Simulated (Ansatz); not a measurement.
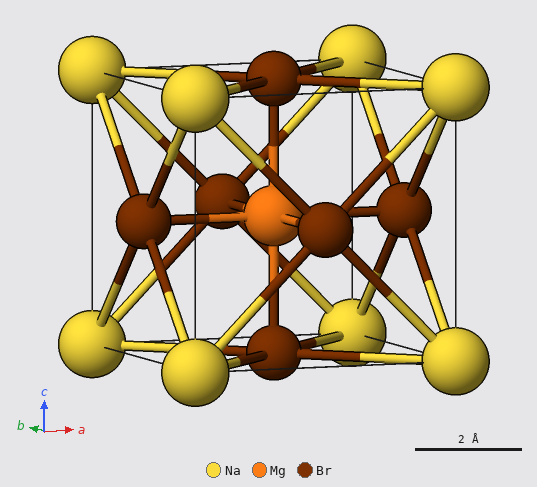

Ball-and-stick representation of a periodic structure, projected slightly off an axis. The edges of the unit cell are marked.

NaMgBr3, a = 5.321 Å, b = 5.321 Å, c = 5.241 Å, α = 90.00°, β = 90.00°, γ = 90.00°. Strictly the space group is P4/mmm (No. 123, within 0.01 Å). It is a distorted form of a primitive cubic structure, space group Pm-3m (No. 221) within 0.25 Å: cubic perovskite. The model was built from a structure type filled with these elements by a generator (whether the compound takes this form wasn't checked). The cell was then strained or its atoms displaced on purpose. A calculation with Ansatz used it as input.

This one geometry was computed with Ansatz (DFT, plane waves, PAW) at three levels of theory: PBE, HSE06 and r2SCAN. It was relaxed with r2SCAN and then strained.

How does the band gap change with the level of theory?

PBE: a gap of 2.78 eV, indirect; r2SCAN: a gap of 3.61 eV, indirect; HSE06: a gap of 3.97 eV, indirect.

Collect the results in a table.

| level | cutoff (eV) | k-mesh of the run's cell | gap (eV) | pressure (GPa) |
| --- | --- | --- | --- | --- |
| PBE | 420 | 6×6×6 | 2.78 | 0.3 |
| HSE06 | 420 | 4×4×4 | 3.97 | -0.3 |
| r2SCAN | 500 | 6×6×6 | 3.61 | -0.4 |

Gaps are taken on the k-mesh or band path of each run.
